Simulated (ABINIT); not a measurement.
# BN (Qingsongite): G0W0 with ABINIT, start to end

Wanted: ground state, empty states, screening and self-energy for BN (Qingsongite).

Main program and level: ABINIT 10.8.3; LDA and many-body steps on it, plane waves.

### 1. Starting point

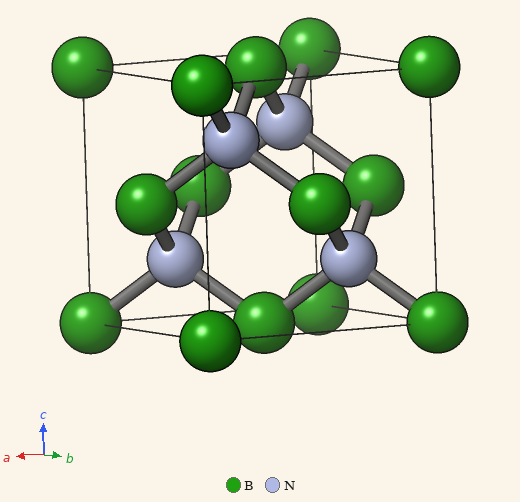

The starting structure, seen from a free direction (boron green, nitrogen light blue). This picture shows the conventional cell, with its axes. Bonds to atoms that aren't drawn are left out. Some periodic images of atoms are drawn too.

The cell and positions come from the Crystallography Open Database and are kept as given unless a step says otherwise.

### 2. Ground state

This step: ABINIT 10.8.3; DFT, LDA, plane waves, norm-conserving pseudopotentials.

The ground-state density comes first.

The input, run.abi:

```
acell 3*1.0 Angstrom
rprim 
  -0.000000000000 1.807500000000 1.807500000000
  1.807500000000 0.000000000000 1.807500000000
  1.807500000000 1.807500000000 -0.000000000000
ntypat 2
znucl 5 7
natom 2
typat 1 2
xred 
  0.000000000000 0.000000000000 0.000000000000
  0.250000000000 0.250000000000 0.250000000000
pp_dirpath "pseudos"
pseudos "B.upf, N.upf"
ecut 36
ngkpt 10 10 10
nshiftk 1
shiftk 0 0 0
kptopt 1
chksymbreak 0
nband 9
occopt 1
tolvrs 1e-10
nstep 60
prtwf 0
optforces 0
optstress 0
indata_prefix "in"
outdata_prefix "out"
tmpdata_prefix "tmp"
```

Run with:

```bash
$ OMP_NUM_THREADS=1 mpirun -n 4 abinit run.abi > log
```

Numbers of over 12 decimals in the logs are rounded to 6 here.

What it wrote:

```text
.Version 10.8.3 of ABINIT. v10.8.2 released Aug 2026.

 Symmetries : space group F-4 3 m (#216); Bravais cF (face-center cubic)
================================================================================
 Values of the parameters that define the memory need of the present run
     intxc =       0    ionmov =       0      iscf =       7    lmnmax =       4
     lnmax =       4     mgfft =      30  mpssoang =       2    mqgrid =    3001
     natom =       2  nloc_mem =       1    nspden =       1   nspinor =       1
    nsppol =       1      nsym =      24    n1xccc =    2501    ntypat =       2
    occopt =       1   xclevel =       1
-    mband =           9        mffmem =           1         mkmem =          12
       mpw =         845          nfft =       27000          nkpt =          47
================================================================================
  Rough estimation (10% accuracy) of disk space for files :
================================================================================

--------------------------------------------------------------------------------
------------- Echo of variables that govern the present computation ------------
--------------------------------------------------------------------------------
 -outvars: echo values of preprocessed input variables --------
            acell      1.8897261259E+00  1.8897261259E+00  1.8897261259E+00 Bohr

      chksymbreak           0
             ecut      3.60000000E+01 Hartree
-          fftalg         312

              ixc       -1012
              kpt      0.00000000E+00  0.00000000E+00  0.00000000E+00
                       1.00000000E-01  0.00000000E+00  0.00000000E+00
                       2.00000000E-01  0.00000000E+00  0.00000000E+00
                       3.00000000E-01  0.00000000E+00  0.00000000E+00
                       4.00000000E-01  0.00000000E+00  0.00000000E+00
                       5.00000000E-01  0.00000000E+00  0.00000000E+00
                       1.00000000E-01  1.00000000E-01  0.00000000E+00
                       2.00000000E-01  1.00000000E-01  0.00000000E+00
                       3.00000000E-01  1.00000000E-01  0.00000000E+00
   [... 36 further rows ...]
                      -3.00000000E-01  4.00000000E-01  2.00000000E-01
                      -3.00000000E-01  5.00000000E-01  2.00000000E-01
         kptrlatt       10    0    0      0   10    0      0    0   10
          kptrlen      4.83050094E+01
P           mkmem          12
            natom           2
            nband           9
            ngfft          30      30      30
             nkpt          47
            nstep          60
             nsym          24
           ntypat           2
              occ      2.000000  2.000000  2.000000  2.000000  0.000000  0.000000
[...]
optforces           0
        optstress           0
            prtwf           0
            rprim     -0.0000000000E+00  1.8075000000E+00  1.8075000000E+00
[...]
spgroup         216

           tolvrs      1.00000000E-10

             xred      0.0000000000E+00  0.0000000000E+00  0.0000000000E+00
[...]
znucl        5.00000    7.00000

================================================================================

 chkinp: Checking input parameters for consistency.

================================================================================
== DATASET  1 ==================================================================
-   mpi_nproc: 4, omp_nthreads: 1 (-1 if OMP is not activated)

--- !DatasetInfo
iteration_state: {dtset: 1, }
dimensions: {natom: 2, nkpt: 47, mband: 9, nsppol: 1, nspinor: 1, nspden: 1, mpw: 845, }
cutoff_energies: {ecut:  36.0, pawecutdg:  -1.0, }
electrons: {nelect:   8.00000000E+00, charge:   0.00000000E+00, occopt:   1.00000000E+00, tsmear:   1.00000000E-02, }

 Real(R)+Recip(G) space primitive vectors, cartesian coordinates (Bohr,Bohr^-1):
 R(1)=  0.0000000  3.4156800  3.4156800  G(1)= -0.1463837  0.1463837  0.1463837
 R(2)=  3.4156800  0.0000000  3.4156800  G(2)=  0.1463837 -0.1463837  0.1463837
 R(3)=  3.4156800  3.4156800  0.0000000  G(3)=  0.1463837  0.1463837 -0.1463837
 Unit cell volume ucvol=  7.9700586E+01 bohr^3
 Angles (23,13,12)=  6.00000000E+01  6.00000000E+01  6.00000000E+01 degrees

 getcut: wavevector=  0.0000  0.0000  0.0000  ngfft=  30  30  30
         ecut(hartree)=     36.000   => boxcut(ratio)=   2.30194

 getcut : COMMENT -
  Note that boxcut > 2.2 ; recall that boxcut=Gcut(box)/Gcut(sphere) = 2
  is sufficient for exact treatment of convolution.
  Such a large boxcut is a waste : you could raise ecut
  e.g. ecut=   47.690509 Hartrees makes boxcut=2

--- Pseudopotential description ------------------------------------------------
- B Generated using ONCVPSP code by D. R. Hamann
-  5.00000   3.00000  180309                  znucl, zion, pspdat
12 -1012 1 -1 1498                            pspcod,pspxc,lmax,lloc,mmax
     nproj     2     2
  pspatm : epsatm=    3.19369156
         --- l  ekb(1:nproj) -->
[...]
pspatm: atomic psp has been read  and splines computed

- N Generated using ONCVPSP code by D. R. Hamann
-  7.00000   5.00000  180309                  znucl, zion, pspdat
12 -1012 1 -1 1058                            pspcod,pspxc,lmax,lloc,mmax
     nproj     2     2
  pspatm : epsatm=    5.30777321
         --- l  ekb(1:nproj) -->
[...]
1   -4.361519   -1.032581
 pspatm: atomic psp has been read  and splines computed

   6.80117181E+01                                ecore*ucvol(ha*bohr**3)
--------------------------------------------------------------------------------

_setup2: Arith. and geom. avg. npw (full set) are     822.053     822.026

================================================================================

--- !BeginCycle
iteration_state: {dtset: 1, }
solver: {iscf: 7, nstep: 60, nline: 4, wfoptalg: 0, }
tolerances: {tolvrs: 1.00E-10, }

     iter   Etot(hartree)      deltaE(h)  residm     vres2
 ETOT  1  -13.373554539444    -1.337E+01 1.869E-01 1.738E+02
 ETOT  2  -13.391633272754    -1.808E-02 9.444E-03 1.256E+02
 ETOT  3  -13.425109141040    -3.348E-02 4.998E-03 7.355E-01
 ETOT  4  -13.425279588231    -1.704E-04 5.349E-03 1.834E-03
 ETOT  5  -13.425279820482    -2.323E-07 8.607E-04 3.082E-05
 ETOT  6  -13.425279826115    -5.633E-09 7.308E-04 1.019E-06
 ETOT  7  -13.425279826320    -2.047E-10 5.727E-04 1.030E-09
 ETOT  8  -13.425279826320    -1.599E-13 6.420E-04 5.655E-12

 At SCF step    8       vres2   =  5.66E-12 < tolvrs=  1.00E-10 =>converged.

--- !ResultsGS
iteration_state: {dtset: 1, }
comment   : Summary of ground state results
lattice_vectors:
- [ -0.0000000,   3.4156800,   3.4156800, ]
- [  3.4156800,   0.0000000,   3.4156800, ]
- [  3.4156800,   3.4156800,  -0.0000000, ]
lattice_lengths: [   4.83050,    4.83050,    4.83050, ]
lattice_angles: [ 60.000,  60.000,  60.000, ] # degrees, (23, 13, 12)
lattice_volume:   7.9700586E+01
convergence: {deltae: -1.599E-13, res2:  5.655E-12, residm:  6.420E-04, diffor:  0.000E+00, }
etotal    :  -1.34252798E+01
entropy   :   0.00000000E+00
fermie    :   2.94210603E-01
cartesian_stress_tensor: null
pressure_GPa: null
xred      :
- [  0.0000E+00,   0.0000E+00,   0.0000E+00,  B]
- [  2.5000E-01,   2.5000E-01,   2.5000E-01,  N]
cartesian_forces: null
force_length_stats: {min: null, max: null, mean: null, }

 Integrated electronic density in atomic spheres:
 ------------------------------------------------
 Atom  Sphere_radius  Integrated_density
    1        2.00000          3.31747834
    2        2.00000          5.72805975
================================================================================

 ----iterations are completed or convergence reached----

 Mean square residual over all n,k,spin=   26.307E-07; max=  64.199E-05
 reduced coordinates (array xred) for    2 atoms
       0.000000000000      0.000000000000      0.000000000000
       0.250000000000      0.250000000000      0.250000000000
 rms dE/dt=  0.0000E+00; max dE/dt=  0.0000E+00; dE/dt below (all hartree)
    1       0.000000000000      0.000000000000      0.000000000000
    2       0.000000000000      0.000000000000      0.000000000000

 cartesian coordinates (angstrom) at end:
    1      0.000000     0.000000     0.000000
    2      0.903750     0.903750     0.903750
 length scales=  1.889726125908  1.889726125908  1.889726125908 bohr
              =  1.000000000000  1.000000000000  1.000000000000 angstroms
 prteigrs : about to open file out_EIG
 Fermi (or HOMO) energy (hartree) =   0.29421   Average Vxc (hartree)=  -0.48548
 Eigenvalues (hartree) for nkpt=  47  k points:
 kpt#   1, nband=  9, wtk=  0.00100, kpt=  0.0000  0.0000  0.0000 (reduced coord)
  -0.44300    0.29421    0.29421    0.29421    0.61568    0.61568    0.61568    0.67793
   1.19366
 prteigrs : prtvol=0 or 1, do not print more k-points.

--- !EnergyTerms
iteration_state     : {dtset: 1, }
comment             : Components of total free energy in Hartree
kinetic             :  9.44478844231263E+00
hartree             :  1.77271654246147E+00
xc                  : -4.35042966599806E+00
Ewald energy        : -1.31703929426445E+01
psp_core            :  8.53340249781675E-01
local_psp           : -6.80784439827319E+00
non_local_psp       : -1.16745805396034E+00
total_energy        : -1.34252798263203E+01
total_energy_eV     : -3.65320474814379E+02
band_energy         :  5.51228754875518E-02

== END DATASET(S) ==============================================================
================================================================================

 -outvars: echo values of variables after computation  --------
           etotal     -1.3425279826E+01
            nband           9
             nkpt          47
          spgroup         216
 [... the other variables as echoed above ...]

 Calculation completed.
```

Run time: 7.2 s. Hardware: 4 MPI ranks of Arm Neoverse N1, shared host; peak memory 0.25 GiB.

This step gave:

```yaml
total_energy: -365.3205 eV
gap: 4.420 eV
k_of_the_valence_top: 0, 0, 0
k_of_the_conduction_bottom: 0.5, 0.5, 0
least_direct_gap: 8.748 eV
```

The gap is indirect, with the least direct gap 4.33 eV higher.

### 3. Bands along the symmetry lines

Levels along a band path, at the cheap level, show where the edges lie and whether the meshes to come will hold them.

The input, run.abi:

```
acell 3*1.0 Angstrom
rprim 
  -0.000000000000 1.807500000000 1.807500000000
  1.807500000000 0.000000000000 1.807500000000
  1.807500000000 1.807500000000 -0.000000000000
ntypat 2
znucl 5 7
natom 2
typat 1 2
xred 
  0.000000000000 0.000000000000 0.000000000000
  0.250000000000 0.250000000000 0.250000000000
pp_dirpath "pseudos"
pseudos "B.upf, N.upf"
ecut 36
iscf -2
irdden 1
kptopt 0
nkpt 50
kpt 
  0.00000000 0.00000000 0.00000000
  -0.06250000 -0.06250000 0.00000000
  -0.12500000 -0.12500000 0.00000000
  -0.18750000 -0.18750000 0.00000000
  -0.25000000 -0.25000000 0.00000000
  -0.31250000 -0.31250000 0.00000000
  -0.37500000 -0.37500000 0.00000000
  -0.43750000 -0.43750000 0.00000000
  -0.50000000 -0.50000000 0.00000000
  -0.48437500 -0.48437500 0.03125000
  -0.46875000 -0.46875000 0.06250000
  -0.45312500 -0.45312500 0.09375000
  -0.43750000 -0.43750000 0.12500000
  -0.42187500 -0.42187500 0.15625000
  -0.40625000 -0.40625000 0.18750000
  -0.39062500 -0.39062500 0.21875000
  -0.37500000 -0.37500000 0.25000000
  -0.37500000 0.00000000 0.37500000
  -0.32812500 0.00000000 0.32812500
  -0.28125000 0.00000000 0.28125000
  -0.23437500 0.00000000 0.23437500
  -0.18750000 0.00000000 0.18750000
  -0.14062500 0.00000000 0.14062500
  -0.09375000 0.00000000 0.09375000
  -0.04687500 0.00000000 0.04687500
  0.00000000 0.00000000 0.00000000
  0.00000000 0.00000000 0.06250000
  0.00000000 0.00000000 0.12500000
  0.00000000 0.00000000 0.18750000
  0.00000000 0.00000000 0.25000000
  0.00000000 0.00000000 0.31250000
  0.00000000 0.00000000 0.37500000
  0.00000000 0.00000000 0.43750000
  -0.00000000 -0.00000000 0.50000000
  -0.06250000 -0.03125000 0.46875000
  -0.12500000 -0.06250000 0.43750000
  -0.18750000 -0.09375000 0.40625000
  -0.25000000 -0.12500000 0.37500000
  -0.31250000 -0.15625000 0.34375000
  -0.37500000 -0.18750000 0.31250000
  -0.43750000 -0.21875000 0.28125000
  -0.50000000 -0.25000000 0.25000000
  -0.50000000 -0.28125000 0.21875000
  -0.50000000 -0.31250000 0.18750000
  -0.50000000 -0.34375000 0.15625000
  -0.50000000 -0.37500000 0.12500000
  -0.50000000 -0.40625000 0.09375000
  -0.50000000 -0.43750000 0.06250000
  -0.50000000 -0.46875000 0.03125000
  -0.50000000 -0.50000000 0.00000000
istwfk *1
nband 11
nbdbuf 2
tolwfr 1e-08
nstep 40
prtwf 0
prtvol 0
indata_prefix "in"
outdata_prefix "out"
tmpdata_prefix "tmp"
```

What it wrote:

```text
.Version 10.8.3 of ABINIT. v10.8.2 released Aug 2026.

 Symmetries : space group F-4 3 m (#216); Bravais cF (face-center cubic)
[... echo of the input left out ...]
== DATASET  1 ==================================================================
-   mpi_nproc: 4, omp_nthreads: 1 (-1 if OMP is not activated)

--- !DatasetInfo
iteration_state: {dtset: 1, }
dimensions: {natom: 2, nkpt: 50, mband: 11, nsppol: 1, nspinor: 1, nspden: 1, mpw: 869, }
cutoff_energies: {ecut:  36.0, pawecutdg:  -1.0, }
electrons: {nelect:   8.00000000E+00, charge:   0.00000000E+00, occopt:   1.00000000E+00, tsmear:   1.00000000E-02, }

 Real(R)+Recip(G) space primitive vectors, cartesian coordinates (Bohr,Bohr^-1):
 R(1)=  0.0000000  3.4156800  3.4156800  G(1)= -0.1463837  0.1463837  0.1463837
 R(2)=  3.4156800  0.0000000  3.4156800  G(2)=  0.1463837 -0.1463837  0.1463837
 R(3)=  3.4156800  3.4156800  0.0000000  G(3)=  0.1463837  0.1463837 -0.1463837
 Unit cell volume ucvol=  7.9700586E+01 bohr^3
 Angles (23,13,12)=  6.00000000E+01  6.00000000E+01  6.00000000E+01 degrees

 getcut: wavevector=  0.0000  0.0000  0.0000  ngfft=  30  30  30
         ecut(hartree)=     36.000   => boxcut(ratio)=   2.30194

 getcut : COMMENT -
  Note that boxcut > 2.2 ; recall that boxcut=Gcut(box)/Gcut(sphere) = 2
  is sufficient for exact treatment of convolution.
  Such a large boxcut is a waste : you could raise ecut
  e.g. ecut=   47.690509 Hartrees makes boxcut=2

--- Pseudopotential description ------------------------------------------------
- B Generated using ONCVPSP code by D. R. Hamann
-  5.00000   3.00000  180309                  znucl, zion, pspdat
12 -1012 1 -1 1498                            pspcod,pspxc,lmax,lloc,mmax
     nproj     2     2
  pspatm : epsatm=    3.19369156
         --- l  ekb(1:nproj) -->
             0    8.437831    1.245441
             1   -3.670611   -0.766497
 pspatm: atomic psp has been read  and splines computed

- N Generated using ONCVPSP code by D. R. Hamann
-  7.00000   5.00000  180309                  znucl, zion, pspdat
12 -1012 1 -1 1058                            pspcod,pspxc,lmax,lloc,mmax
     nproj     2     2
  pspatm : epsatm=    5.30777321
         --- l  ekb(1:nproj) -->
             0    7.408032    0.617798
[...]
pspatm: atomic psp has been read  and splines computed

--------------------------------------------------------------------------------

================================================================================
 prteigrs : about to open file out_EIG
 Non-SCF case, kpt    1 (  0.00000  0.00000  0.00000), residuals and eigenvalues=
  3.45E-09  1.57E-09  3.38E-09  4.72E-09  1.44E-09  2.62E-09  5.34E-09  7.21E-09
[...]
-4.4300E-01  2.9421E-01  2.9421E-01  2.9421E-01  6.1568E-01  6.1568E-01
  6.1568E-01  6.7793E-01  1.1937E+00  1.3299E+00  1.3303E+00
[...]
2.23E-09  5.37E-10  7.67E-10  4.38E-09  4.19E-09  3.48E-09  5.05E-09  6.50E-09
[...]
-4.2437E-01  2.4954E-01  2.5311E-01  2.5311E-01  5.9149E-01  6.7162E-01
  6.7162E-01  7.1887E-01  1.0590E+00  1.2391E+00  1.3585E+00
[...]
Non-SCF case, kpt   49 ( -0.50000 -0.46875  0.03125), residuals and eigenvalues=
[...]
-2.3425E-01 -3.1224E-02  1.1029E-01  1.1091E-01  4.6209E-01  6.3842E-01
  9.4057E-01  9.4370E-01  1.0445E+00  1.2817E+00  1.5206E+00
 Non-SCF case, kpt   50 ( -0.50000 -0.50000  0.00000), residuals and eigenvalues=
[...]
-2.3467E-01 -3.2205E-02  1.1301E-01  1.1301E-01  4.5664E-01  6.3432E-01
  9.4437E-01  9.4437E-01  1.0467E+00  1.2848E+00  1.5303E+00

--- !ResultsGS
iteration_state: {dtset: 1, }
comment   : Summary of ground state results
lattice_vectors:
- [ -0.0000000,   3.4156800,   3.4156800, ]
- [  3.4156800,   0.0000000,   3.4156800, ]
- [  3.4156800,   3.4156800,  -0.0000000, ]
lattice_lengths: [   4.83050,    4.83050,    4.83050, ]
lattice_angles: [ 60.000,  60.000,  60.000, ] # degrees, (23, 13, 12)
lattice_volume:   7.9700586E+01
convergence: {deltae:  0.000E+00, res2:  0.000E+00, residm:  9.986E-09, diffor:  0.000E+00, }
etotal    :  -1.34252798E+01
entropy   :   0.00000000E+00
fermie    :   2.94210603E-01
cartesian_stress_tensor: null
pressure_GPa: null
xred      :
- [  0.0000E+00,   0.0000E+00,   0.0000E+00,  B]
- [  2.5000E-01,   2.5000E-01,   2.5000E-01,  N]
cartesian_forces: null
force_length_stats: {min: null, max: null, mean: null, }

 Integrated electronic density in atomic spheres:
 ------------------------------------------------
 Atom  Sphere_radius  Integrated_density
[...]
================================================================================

 ----iterations are completed or convergence reached----

 Mean square residual over all n,k,spin=   41.460E-10; max=  99.855E-10
 reduced coordinates (array xred) for    2 atoms
[...]
cartesian coordinates (angstrom) at end:
    1      0.000000     0.000000     0.000000
    2      0.903750     0.903750     0.903750
 length scales=  1.889726125908  1.889726125908  1.889726125908 bohr
              =  1.000000000000  1.000000000000  1.000000000000 angstroms
 prteigrs : about to open file out_EIG
 Eigenvalues (hartree) for nkpt=  50  k points:
 kpt#   1, nband= 11, wtk=  1.00000, kpt=  0.0000  0.0000  0.0000 (reduced coord)
[...]
kpt#   2, nband= 11, wtk=  1.00000, kpt= -0.0625 -0.0625  0.0000 (reduced coord)
[...]
kpt#   3, nband= 11, wtk=  1.00000, kpt= -0.1250 -0.1250  0.0000 (reduced coord)
[...]
kpt#  49, nband= 11, wtk=  1.00000, kpt= -0.5000 -0.4687  0.0313 (reduced coord)
  -0.23425   -0.03122    0.11029    0.11091    0.46209    0.63842    0.94057    0.94370
   1.04447    1.28171    1.52061
 kpt#  50, nband= 11, wtk=  1.00000, kpt= -0.5000 -0.5000  0.0000 (reduced coord)
  -0.23467   -0.03220    0.11301    0.11301    0.45664    0.63432    0.94437    0.94437
   1.04666    1.28481    1.53025

== END DATASET(S) ==============================================================
================================================================================

 -outvars: echo values of variables after computation  --------
            nband          11
             nkpt          50
          spgroup         216
 [... the other variables as echoed above ...]

 Calculation completed.
```

It took 5.5 s on 4 MPI ranks; peak memory 0.23 GiB; 22 s of CPU time.

Numbers from this step:

| Quantity | Value |
| --- | --- |
| gap | 4.420 eV |
| k of the valence top | 0, 0, 0 |
| k of the conduction bottom | -0.5, -0.5, 0 |
| least direct gap | 8.748 eV |

The gap is 4.420 eV, as in the run before at this level.

The electronic bands at the labelled points (eV, zero at the top of the highest filled band; v1 is the highest filled band, c1 the lowest empty one):

```tsv
point	v4	v3	v2	v1	c1	c2	c3	c4
Γ	-20.06	0.00	0.00	0.00	8.75	8.75	8.75	10.44
X	-14.39	-8.88	-4.93	-4.93	4.42	9.25	17.69	17.69
U	-14.29	-8.07	-7.73	-4.10	6.87	12.84	15.66	16.53
jump to K	-14.29	-8.07	-7.73	-4.10	6.87	12.84	15.66	16.53
Γ	-20.06	0.00	0.00	0.00	8.75	8.75	8.75	10.44
L	-15.77	-10.71	-1.95	-1.95	10.27	10.64	10.64	15.01
W	-14.06	-7.51	-7.02	-6.56	9.48	13.27	14.36	14.68
X	-14.39	-8.88	-4.93	-4.93	4.42	9.25	17.69	17.69
```

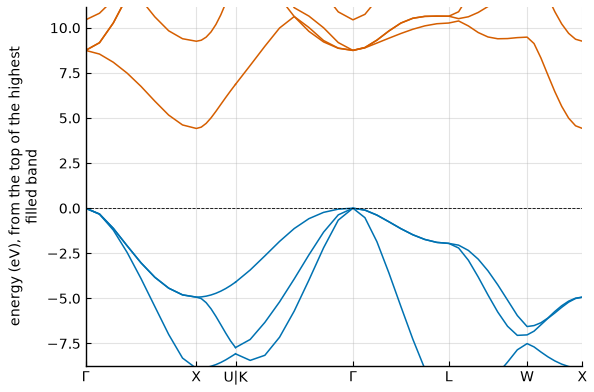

Electronic bands along the path; lines of filled and empty bands in two colours.

(Continued in part 2 of 2.)

[Paths, hosts, dates, memory and timing lines, banners, echoed tables and standing remarks are left out of the program output.]

[Logs are printed without paths, hosts, clocks, repeated set-up lines and the standing remarks that a program may print on its own settings, such as how far it seeks lower states.]

[Runs of the session that timed out or met a known fault of the program may be left out.]

[Hosts, paths, dates, database ids (printed as entryN), source tags and the programs' standing remarks are cut or masked in the printed files.]

[G0W0 gaps are taken among the corrected bands and points alone; a level outside them can change the order at an edge.]

[Where Ansatz stands beside ABINIT at settings called matched, ABINIT's density can come from a denser mesh and the files from another edition; pairs whose starting gaps differed by over 0.03 eV were left out, so agreement reads better than it is.]
